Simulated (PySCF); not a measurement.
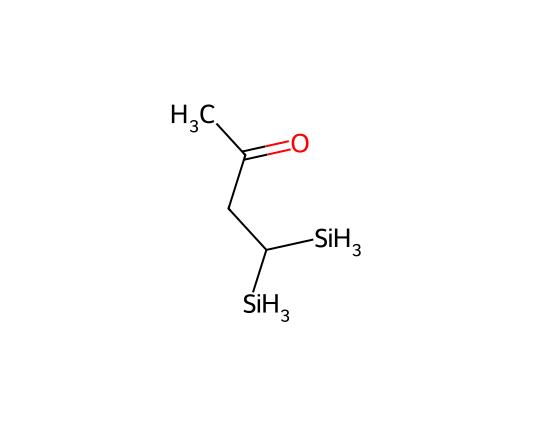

Computed geometry: GFN2-xTB optimisation. No frequency run is at hand to confirm it as a minimum. Properties computed with B3LYP/def2-SVPD, gas phase (PySCF 2.14.0). Excitations: vertical, linear response.

Computed properties:

The species is C₄H₁₂OSi₂ (`CC(=O)CC([SiH3])[SiH3]`).
- dipole moment: 3.65 D
- HOMO energy (Kohn–Sham orbital): −7.32 eV
- LUMO energy (Kohn–Sham orbital): −1.19 eV
- HOMO–LUMO gap: 6.13 eV
- mean static polarisability: 105.8 bohr³
- lowest vertical singlet excitation: 4.50 eV
- its oscillator strength: 0.000

The geometry is semi-empirical. Around Si such bond lengths and angles can be off by a tenth of an ångström or more and by several degrees, and values that hang on the shape move with them.
